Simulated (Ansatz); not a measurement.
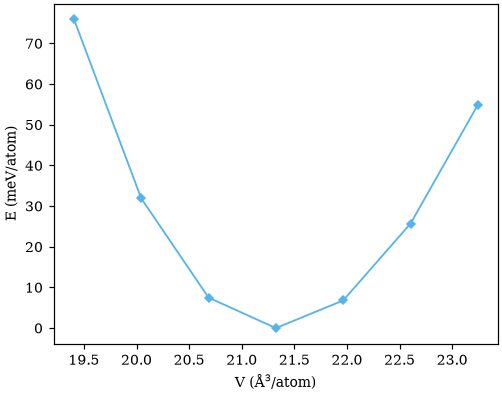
Figure. HfTe (CsCl type, Pm-3m) under volume change, PBEsol in the plane-wave PAW code Ansatz, scaled uniformly.

What does a third-order Birch–Murnaghan fit give for V₀, B₀ and B′?

V₀ = 21.33 Å³/atom, B₀ = 119 GPa, B′ = 4.4.

A made-up cell: these elements were put on the sites of a structure type; neither database checked (COD, Materials Project) lists it. Whether it is the stable phase at ambient conditions was not checked. Symmetry was held in the PBEsol relaxation; its stability against distortions is not shown here. No spin polarisation was allowed. Spin–orbit coupling is left out wherever it is not named.

Potentials: the earlier of the program's two PAW sets. The files were generated under PBE; for other functionals the program regenerates the frozen cores, and for LDA and PBEsol the local potential too.
